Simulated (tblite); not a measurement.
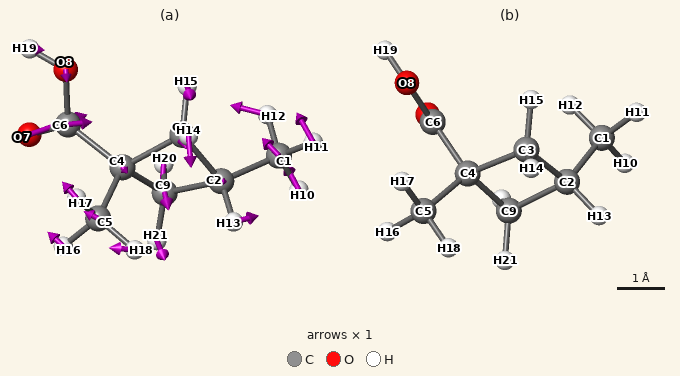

The structure of C$_{7}$H$_{12}$O$_{2}$ before (left) and after (right) a relaxation, at one scale. The purple arrows give the displacements, at their true length.

Style: ball-and-stick. Shown at a tilt.

These are results of tblite 0.8.0, GFN2-xTB geometry optimisation, gas phase, not measurements. 

Question: Summarise the run.

Answer: Over 89 geometry steps the energy falls by 0.296 eV. The atom that moves furthest after the best rigid fit is O7 (1.41 Å). By element the largest moves are O 1.41 Å, H 0.86 Å, C 0.59 Å. Among the contacts that change: C4–C6 1.571 → 1.511 Å, C3–C4 1.575 → 1.547 Å, C4–C9 1.561 → 1.539 Å, C6–O7 1.223 → 1.202 Å. Among the angles between lasting bonds that change: C6–O8–H19 103.2° → 110.0°, C3–C4–C6 117.4° → 112.0°, O7–C6–O8 118.6° → 122.0°. Groups turn about C4–C6 by about 40°, C4–C9 by about 30°, C2–C3 by about 30°. The run took 0.52 s on 1 thread of Arm Neoverse V2, on a shared host.
